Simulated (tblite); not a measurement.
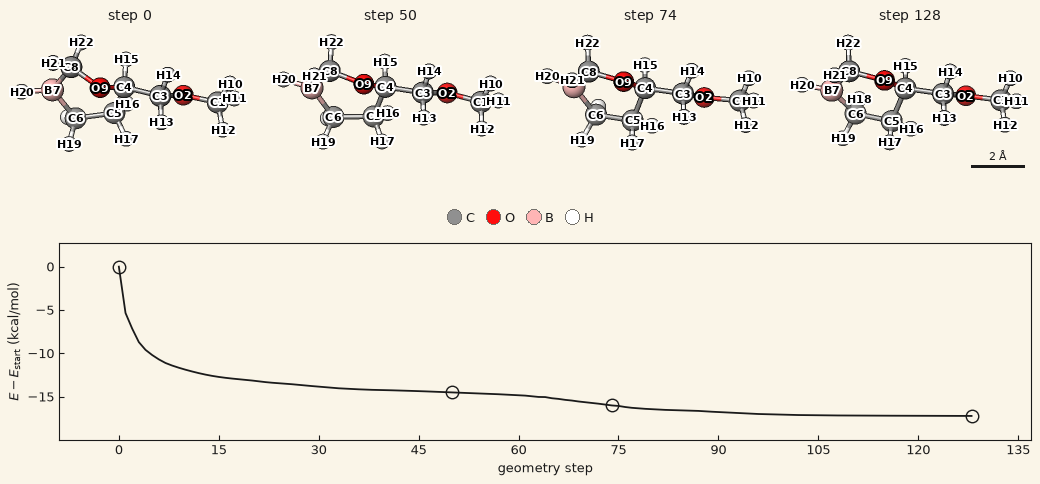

Frames of a relaxation of C$_{6}$H$_{13}$BO$_{2}$, marked on the history of the run. A ball-and-stick model, seen from a free direction.

Theory: GFN2-xTB geometry optimisation, gas phase (tblite). 

### Describe the path.

After 128 geometry steps the energy has fallen by 17.2 kcal/mol. The atom that moves furthest after the best rigid fit is H16 (1.07 Å). Largest moves by element: H 1.07 Å, C 0.44 Å, O 0.32 Å, B 0.04 Å. Near-neighbour distances that change, for instance: C1–H11 1.132 → 1.088 Å, C5–C6 1.491 → 1.533 Å, C1–O2 1.364 → 1.404 Å, C5–H17 1.124 → 1.092 Å. Bond angles that change, for instance: B7–C8–O9 105.6° → 117.5°, C4–O9–C8 105.7° → 113.6°, H18–C6–H19 111.8° → 104.9°. Groups turn about C5–C6 by about 55°, C8–O9 by about 35°, C4–C5 by about 35°. Cost: 1.6 s on 1 thread of Arm Neoverse N1, on a shared host. From step 0 to 50: H22 moves most (0.55 Å), energy −14.5 kcal/mol. From step 50 to 74: H atoms move most (0.66 Å), energy −1.51 kcal/mol. From step 74 to 128: H20 moves most (0.48 Å), energy −1.21 kcal/mol.
